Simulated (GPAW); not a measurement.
# A 8-layer slab of Sr(100): simulated STM images

Aim: Tersoff-Hamann images of a 8-layer slab of Sr(100) at several biases.

Method: GPAW, PAW setups; slab in vacuum, relaxation, in the first sound run; inputs show where later runs differ, in GPAW 26.7.0.

## (1) The starting structure

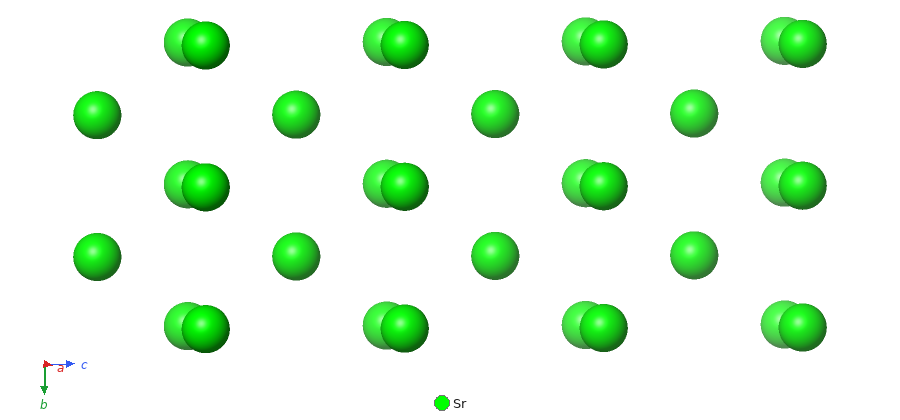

The cell as given, from the side, with the c axis across the page (strontium green). 1×2×1 cells are drawn. Some periodic images of atoms are drawn too.

The cell holds 8 atoms: 8 Sr. Its edges and angles: a = 4.299 Å, b = 4.299 Å, c = 35.280 Å, α = 90.0°, β = 90.0°, γ = 90.0°. Vacuum lies along c.

## (2) Relaxation

The atoms are relaxed first, since the surface dipole, and with it the work function, follows the positions of the outer layers. The lowest 4 atoms are held at bulk positions and keep their forces.

File run.py:

```python
import json
import numpy as np
from ase import Atoms
from ase.constraints import FixAtoms
from ase.optimize import BFGS
from gpaw import GPAW, PW

slab = Atoms(
    ['Sr', 'Sr', 'Sr', 'Sr', 'Sr', 'Sr', 'Sr', 'Sr'],
    positions=[
        [2.14960, 2.14960, 7.00000],
        [0.00000, 0.00000, 10.04000],
        [2.14960, 2.14960, 13.08000],
        [0.00000, 0.00000, 16.12000],
        [2.14960, 2.14960, 19.16000],
        [0.00000, 0.00000, 22.20000],
        [2.14960, 2.14960, 25.24000],
        [0.00000, 0.00000, 28.28000]],
    cell=[[4.29921, 0.0, 0.0], [0.0, 4.29921, 0.0], [0.0, 0.0, 35.28]],
    pbc=[True, True, False])

slab.calc = GPAW(mode=PW(400), xc='PBE', kpts={'size': (7, 7, 1), 'gamma': True},
                 occupations={'name': 'fermi-dirac', 'width': 0.1}, nbands='160%',
                 convergence={'density': 1e-05}, maxiter=200,
                 poissonsolver={'dipolelayer': 'xy'},
                 symmetry={'tolerance': 1e-3, 'extra_ids': [1, 1, 1, 1, 0, 0, 0, 0]}, txt='slab.txt')
result = {}
slab.set_constraint(FixAtoms([0, 1, 2, 3]))
path = []
opt = BFGS(slab, maxstep=0.2)
opt.attach(lambda: path.append((slab.get_potential_energy(), slab.positions.tolist(), slab.get_forces().tolist())))
result['relaxed'] = bool(opt.run(fmax=0.03, steps=40))
result['path'] = path
energy = slab.get_potential_energy()
fermi = slab.calc.get_fermi_level()
v = slab.calc.get_electrostatic_potential().mean((0, 1)) - fermi
n = slab.calc.get_pseudo_density().mean((0, 1))
L = slab.cell[2, 2]
z = np.arange(len(v)) * L / len(v)
low, high = slab.positions[:, 2].min(), slab.positions[:, 2].max()
below, above = np.interp([low - 4.8, high + 4.8], z, v)
slopes = [np.interp(x, z, np.gradient(v, z)) for x in (low - 4.8, high + 4.8)]
eps = np.array([[slab.calc.get_eigenvalues(k, s) for k in range(len(slab.calc.get_ibz_k_points()))]
                for s in range(slab.calc.get_number_of_spins())]) - fermi
top, bottom = eps[eps < 0].max(), eps[eps > 0].min()
dipole = slab.get_dipole_moment()[2]
print(f'energy {energy:.4f} eV, Fermi level {fermi:.4f} eV, dipole {dipole:.5f} e A')
print(f'potential 4.8 A off the faces, from the Fermi level: lower {below:.4f} eV, upper {above:.4f} eV')
print(f'slope of the potential there: lower {slopes[0]:.5f}, upper {slopes[1]:.5f} eV/A')
print(f'nearest levels on the mesh: {top:.4f} and {bottom:.4f} eV')
print('magnetic moment', round(slab.get_magnetic_moment(), 3))
result.update(energy=energy, fermi=fermi, dipole=dipole, below=below, above=above, slopes=slopes, edges=[top, bottom],
              z=z.tolist(), v=v.tolist(), n=n.tolist(), positions=slab.positions.tolist(),
              forces=slab.get_forces(apply_constraint=False).tolist(), moments=slab.get_magnetic_moments().tolist())
json.dump(result, open('result.json', 'w'))
```

Command:

```bash
OMP_NUM_THREADS=1 OPENBLAS_NUM_THREADS=1 python run.py
```

The log of the run:

```text
Step          Energy          fmax
BFGS:    0      -12.708179        0.074867
BFGS:    1      -12.708308        0.072748
BFGS:    2      -12.710576        0.024267
energy -12.5400 eV, Fermi level 1.6421 eV, dipole 0.00083 e A
potential 4.8 A off the faces, from the Fermi level: lower 2.5486 eV, upper 2.5403 eV
slope of the potential there: lower -0.00804, upper 0.00806 eV/A
nearest levels on the mesh: -0.0157 and 0.0203 eV
magnetic moment 0.0
```

Run time: 6.6 min. Hardware: 1 thread of AMD EPYC 7R13 (Zen 3), shared host; peak memory 0.44 GiB.

Relaxation path:

| step | energy less that of the first step (eV) | largest force (eV/Å) |
| --- | --- | --- |
| 1 | 0.0000 | 0.0749 |
| 2 | -0.0001 | 0.0727 |
| 3 | -0.0025 | 0.0243 |

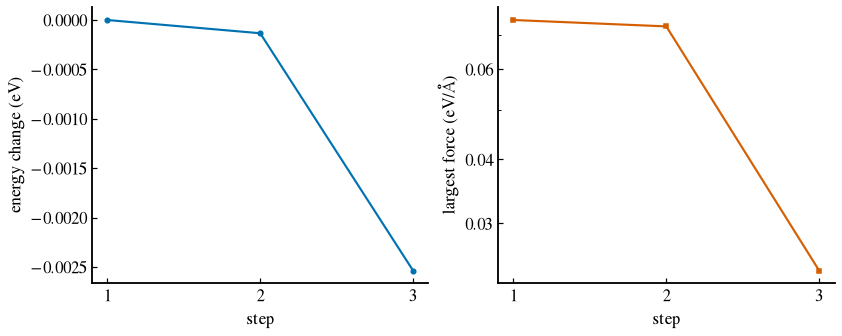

Energy and largest force along the relaxation.

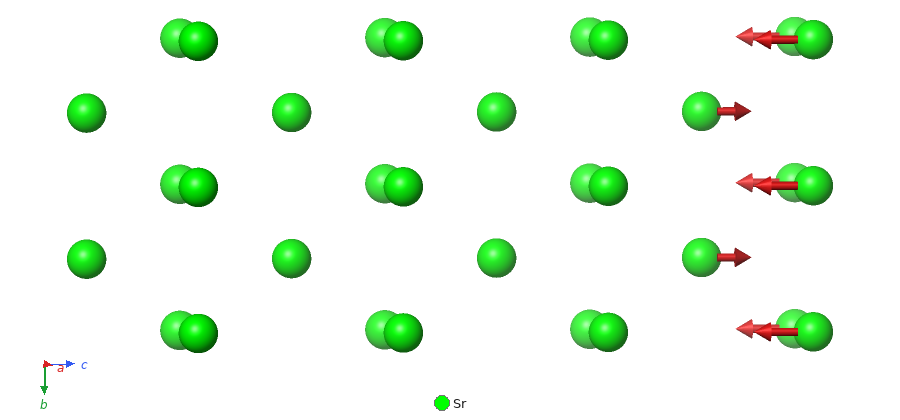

Displacements in the relaxation, exaggerated; the longest in the cell stands for 0.03 Å. 1×2×1 cells are drawn. Some periodic images of atoms are drawn too.

The atoms that moved most (Å):

| atom | dx | dy | dz | length |
| --- | --- | --- | --- | --- |
| Sr8 | 0.000 | 0.000 | -0.035 | 0.035 |
| Sr7 | 0.000 | 0.000 | 0.027 | 0.027 |

The relaxed structure:

```
Sr
1.0
     4.29921    0.00000    0.00000
     0.00000    4.29921    0.00000
     0.00000    0.00000   35.28000
Sr
8
Direct
  0.50000 0.50000 0.19841
  0.00000 0.00000 0.28458
  0.50000 0.50000 0.37075
  0.00000 0.00000 0.45692
  0.50000 0.50000 0.54304
  0.00000 0.00000 0.62928
  0.50000 0.50000 0.71619
  0.00000 0.00000 0.80061
```

This step gave:

- dipole along the normal: 8.31e-4 e·Å
- levels nearest the Fermi level on the mesh: -0.01571, 0.02032 eV from the Fermi level
- upper work function: 2.540 eV
- lower work function: 2.549 eV

The electrostatic potential energy of an electron (without an applied field's), less the Fermi level, planar mean oscillates, so the rows of the table below give means over windows of 3.04 Å about each position, cut where the curve ends. Its maxima inside the range that stand out by 2 % of the span (Å: eV): 8.5: 0.817, 11.6: 0.750, 14.6: 0.747, 17.6: 0.750, 20.7: 0.755, 23.7: 0.807, 26.8: 0.673. Its minima: 7.0: -10.7, 10.1: -10.4, 13.1: -10.4, 16.1: -10.4, 19.1: -10.4, 22.2: -10.4, 25.3: -10.4, 28.2: -10.8.

The electrostatic potential energy of an electron (without an applied field's), less the Fermi level, planar mean by z; means over each step:

| z (Å) | electrostatic potential energy of an electron (without an applied field's), less the Fermi level, planar mean (eV) |
| --- | --- |
| 1.52 | 2.55 |
| 4.56 | 1.78 |
| 7.60 | -3.58 |
| 10.64 | -3.40 |
| 13.68 | -3.42 |
| 16.72 | -3.41 |
| 19.76 | -3.42 |
| 22.80 | -3.40 |
| 25.84 | -3.44 |
| 28.88 | -3.31 |
| 31.92 | 2.45 |
| 34.96 | 2.54 |

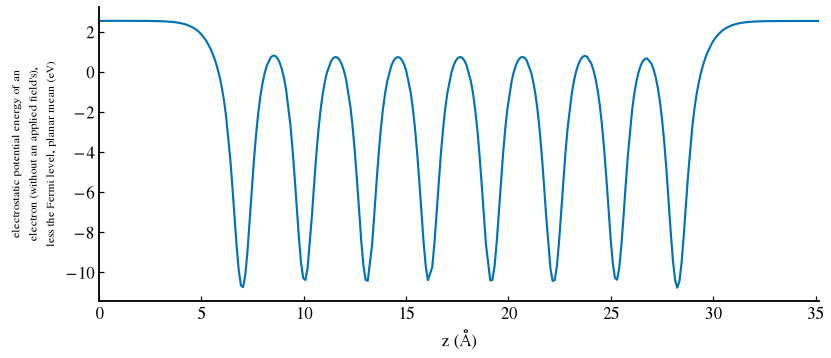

Electrostatic potential energy of an electron (without an applied field's), less the Fermi level, planar mean, plotted against z.

The pseudo valence density, planar mean oscillates, so the rows of the table below give means over windows of 3.15 Å about each position, cut where the curve ends. Its maxima inside the range that stand out by 2 % of the span (Å: e/Å³): 6.9: 0.416, 10.1: 0.420, 13.0: 0.418, 16.2: 0.419, 19.1: 0.419, 22.3: 0.418, 25.2: 0.417, 28.4: 0.409. Its minima: 8.6: 0.0469, 11.6: 0.0446, 14.7: 0.0455, 17.6: 0.0449, 20.6: 0.0455, 23.7: 0.0438, 26.7: 0.0490.

The pseudo valence density, planar mean by z; means over each step:

| z (Å) | pseudo valence density, planar mean (e/Å³) |
| --- | --- |
| 1.57 | 8.3e-5 |
| 4.72 | 0.0195 |
| 7.87 | 0.178 |
| 11.02 | 0.179 |
| 14.17 | 0.181 |
| 17.32 | 0.183 |
| 20.47 | 0.184 |
| 23.62 | 0.182 |
| 26.77 | 0.195 |
| 29.92 | 0.0717 |
| 33.07 | 2.4e-4 |

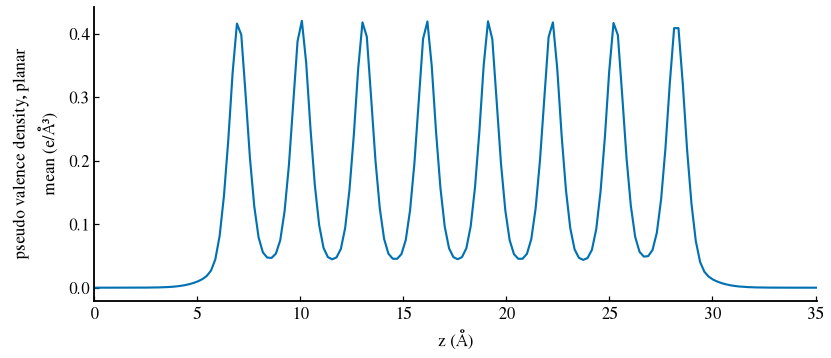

Pseudo valence density, planar mean, plotted against z.

The relaxation lowered the energy of the cell by 0.00254 eV (energies extrapolated to zero smearing; the optimiser's log prints free energies). The largest force left on a free atom is 0.024 eV/Å.

## (3) Plane waves, PBE

With the geometry fixed, the planar mean of the potential gives the vacuum level on each side.

This step: GPAW, PAW setups; slab in vacuum (GPAW 26.7.0).

Edit run.py of step 2 so:

```diff
@@ -3,4 +3,3 @@
 from ase import Atoms
-from ase.constraints import FixAtoms
-from ase.optimize import BFGS
+from ase.dft.stm import STM
 from gpaw import GPAW, PW
@@ -14,6 +13,6 @@
         [0.00000, 0.00000, 16.12000],
-        [2.14960, 2.14960, 19.16000],
-        [0.00000, 0.00000, 22.20000],
-        [2.14960, 2.14960, 25.24000],
-        [0.00000, 0.00000, 28.28000]],
+        [2.14960, 2.14960, 19.15847],
+        [0.00000, 0.00000, 22.20112],
+        [2.14960, 2.14960, 25.26705],
+        [0.00000, -0.00000, 28.24546]],
     cell=[[4.29921, 0.0, 0.0], [0.0, 4.29921, 0.0], [0.0, 0.0, 35.28]],
@@ -25,10 +24,4 @@
                  poissonsolver={'dipolelayer': 'xy'},
-                 symmetry={'tolerance': 1e-3, 'extra_ids': [1, 1, 1, 1, 0, 0, 0, 0]}, txt='slab.txt')
+                 symmetry={'tolerance': 1e-3}, txt='slab.txt')
 result = {}
-slab.set_constraint(FixAtoms([0, 1, 2, 3]))
-path = []
-opt = BFGS(slab, maxstep=0.2)
-opt.attach(lambda: path.append((slab.get_potential_energy(), slab.positions.tolist(), slab.get_forces().tolist())))
-result['relaxed'] = bool(opt.run(fmax=0.03, steps=40))
-result['path'] = path
 energy = slab.get_potential_energy()
@@ -54,2 +47,16 @@
               forces=slab.get_forces(apply_constraint=False).tolist(), moments=slab.get_magnetic_moments().tolist())
+
+# Images need the states of the whole zone, up to time reversal
+slab.calc = slab.calc.fixed_density(symmetry={'point_group': False}, txt='states.txt',
+                                    convergence={'bands': 'CBM+1.3'})
+stm = STM(slab)
+result['stm'] = []
+for bias in [-1.0, 1.0]:
+    height = high + 4.0
+    current = stm.get_averaged_current(bias, height)
+    x, y, h = stm.scan(bias, current)
+    i, f = divmod(height / L * stm.ldos.shape[2], 1)
+    I = abs((1 - f) * stm.ldos[:, :, int(i)] + f * stm.ldos[:, :, int(i) + 1])
+    print(f'bias {bias} V: mean current at 4.0 A {current:.4e}, corrugation {np.ptp(h):.4f} A')
+    result['stm'].append(dict(bias=bias, current=current, h=(h - high).tolist(), I=I.tolist()))
 json.dump(result, open('result.json', 'w'))
```

The log of the run:

```text
energy -12.5400 eV, Fermi level 1.6421 eV, dipole 0.00084 e A
potential 4.8 A off the faces, from the Fermi level: lower 2.5485 eV, upper 2.5404 eV
slope of the potential there: lower -0.00804, upper 0.00806 eV/A
nearest levels on the mesh: -0.0157 and 0.0203 eV
magnetic moment 0.0
bias -1.0 V: mean current at 4.0 A 1.1478e-04, corrugation 0.1002 A
bias 1.0 V: mean current at 4.0 A 1.0892e-03, corrugation 0.0132 A
```

Run time: 7.4 min. Hardware: 1 thread; peak memory 0.87 GiB.

Numbers from this step:

```
dipole along the normal : 8.43e-4 e·Å
corrugation -1          : 0.1002 Å
corrugation 1           : 0.01316 Å
```

The electrostatic potential energy of an electron (without an applied field's), less the Fermi level, planar mean oscillates, so the rows of the table below give means over windows of 3.04 Å about each position, cut where the curve ends. Its maxima inside the range that stand out by 2 % of the span (Å: eV): 8.5: 0.817, 11.6: 0.750, 14.6: 0.747, 17.6: 0.750, 20.7: 0.755, 23.7: 0.807, 26.8: 0.673. Its minima: 7.0: -10.7, 10.1: -10.4, 13.1: -10.4, 16.1: -10.4, 19.1: -10.4, 22.2: -10.4, 25.3: -10.4, 28.2: -10.8.

The electrostatic potential energy of an electron (without an applied field's), less the Fermi level, planar mean by z; means over each step:

(Unchanged from step 2.)

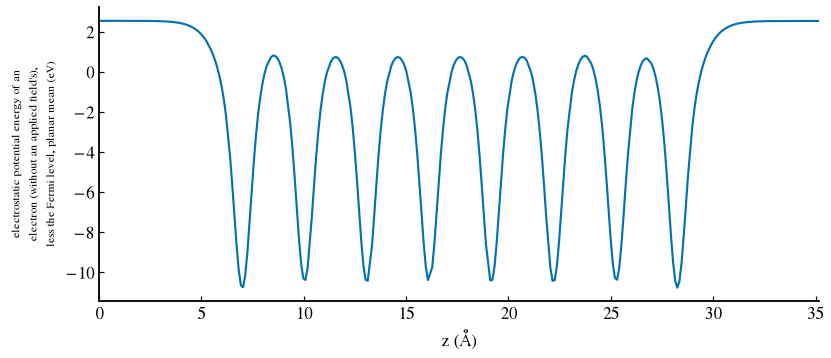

Electrostatic potential energy of an electron (without an applied field's), less the Fermi level, planar mean against z.

The pseudo valence density, planar mean oscillates, so the rows of the table below give means over windows of 3.15 Å about each position, cut where the curve ends. Its maxima inside the range that stand out by 2 % of the span (Å: e/Å³): 6.9: 0.416, 10.1: 0.420, 13.0: 0.418, 16.2: 0.419, 19.1: 0.419, 22.3: 0.418, 25.2: 0.417, 28.4: 0.409. Its minima: 8.6: 0.0469, 11.6: 0.0446, 14.7: 0.0455, 17.6: 0.0449, 20.6: 0.0455, 23.7: 0.0438, 26.7: 0.0490.

The pseudo valence density, planar mean by z; means over each step:

(Unchanged from step 2.)

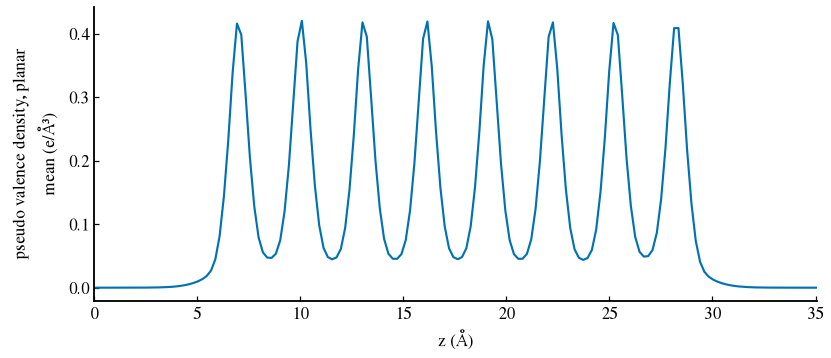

Pseudo valence density, planar mean against z.

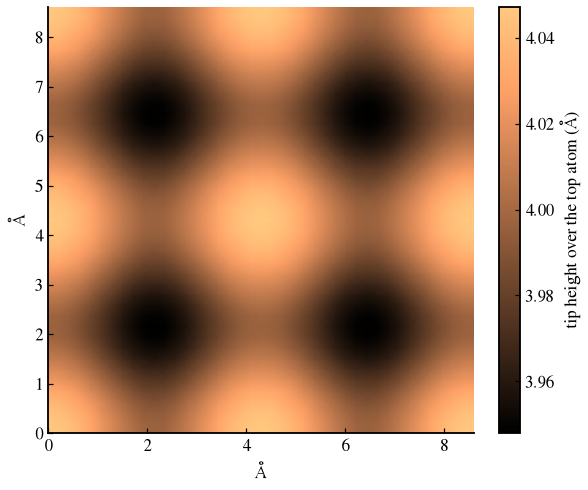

Tip height over the top atom over a1 and a2. Sample bias -1 V, constant current at the mean current 4.0 Å over the top atom. The cell is repeated, with its origin at the lower left corner.

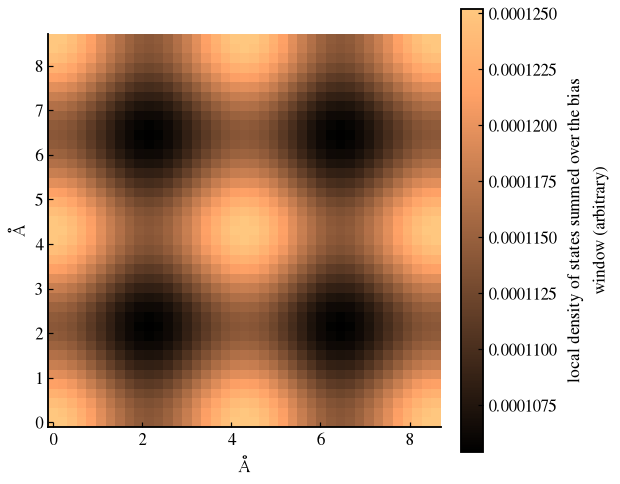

Local density of states summed over the bias window over a1 and a2. Sample bias -1 V, constant height 4.0 Å over the top atom. The cell is repeated, with its origin at the lower left corner.

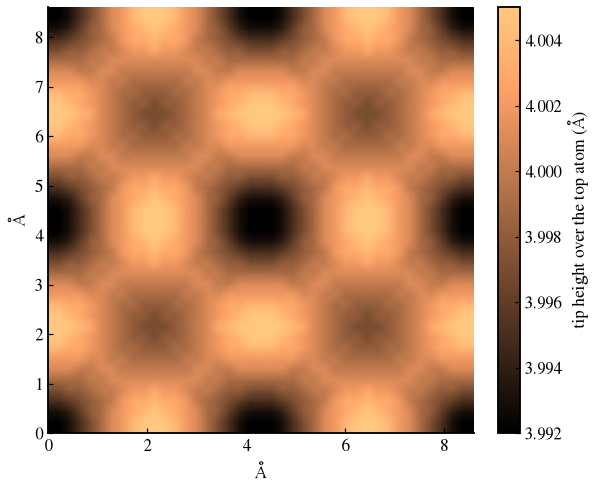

Tip height over the top atom over a1 and a2. Sample bias 1 V, constant current at the mean current 4.0 Å over the top atom. The cell is repeated, with its origin at the lower left corner.

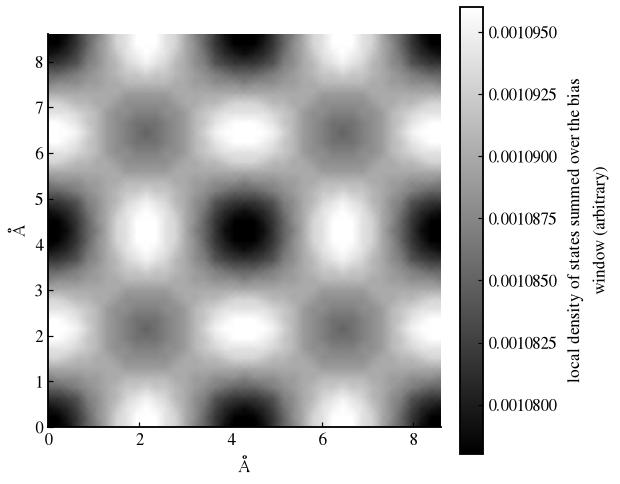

Local density of states summed over the bias window over a1 and a2. Sample bias 1 V, constant height 4.0 Å over the top atom. The cell is repeated, with its origin at the lower left corner.

Force by atom:

| atom | x (eV/Å) | y (eV/Å) | z (eV/Å) | size |
| --- | --- | --- | --- | --- |
| Sr1 | 0.0000 | 0.0000 | 0.0748 | 0.0748 |
| Sr2 | 0.0000 | 0.0000 | -0.0592 | 0.0592 |
| Sr3 | 0.0000 | 0.0000 | -0.0019 | 0.0019 |
| Sr4 | 0.0000 | 0.0000 | 0.0024 | 0.0024 |
| Sr5 | 0.0000 | 0.0000 | -0.0017 | 0.0017 |
| Sr6 | 0.0000 | 0.0000 | 0.0212 | 0.0212 |
| Sr7 | 0.0000 | 0.0000 | -0.0114 | 0.0114 |
| Sr8 | 0.0000 | 0.0000 | -0.0243 | 0.0243 |

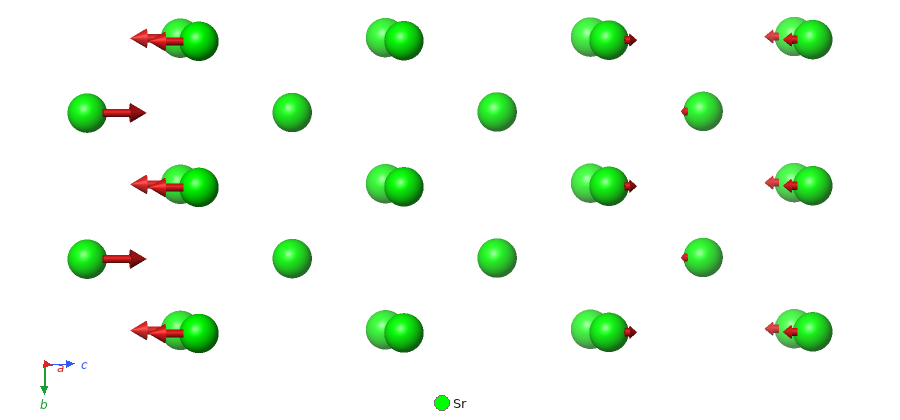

Force as arrows, the longest 0.0748 eV/Å. 1×2×1 cells are drawn. Some periodic images of atoms are drawn too.

The potential is flat to 0.008 eV/Å where it is read, so the vacuum is wide enough.

## (4) Results

| Property | Result |
| --- | --- |
| work function, upper and lower face | 2.540 and 2.549 eV |
| dipole along the normal | 8.4e-4 e Å |
| corrugation at -1 V | 0.100 Å |
| corrugation at 1 V | 0.0132 Å |

What this shows: The corrugation at constant current is largest at -1 V, where the tip height varies by 0.10 Å over the cell. Negative sample bias images filled states, positive bias empty ones. The measured value for polycrystalline Sr, which weights the faces of low work function, is 2.59 eV (as compiled in "Anisotropic work function of elemental crystals", 2019, arxiv:1902.07811); the relaxed upper face lies 0.050 eV under it with PBE. Measured work functions scatter by a tenth of an eV or more between methods. The images are of Tersoff-Hamann type: an s-wave tip, no tip-sample forces, heights closer than in a microscope. The small printed dipole stands for a step of -8.3 meV from the lower to the upper face, and the probes find -8.1 meV; values this small are near the numerical noise of both. The in-plane lattice was kept as typed, which isn't the functional's own and leaves some strain; spin-orbit coupling and temperature are left out.

[Logs are printed without paths, hosts, clocks, repeated set-up lines and the standing remarks that a program may print on its own settings, such as how far it seeks lower states.]

[Hosts, paths, dates, database ids (printed as entryN), source tags and the programs' standing remarks are cut or masked in the printed files.]
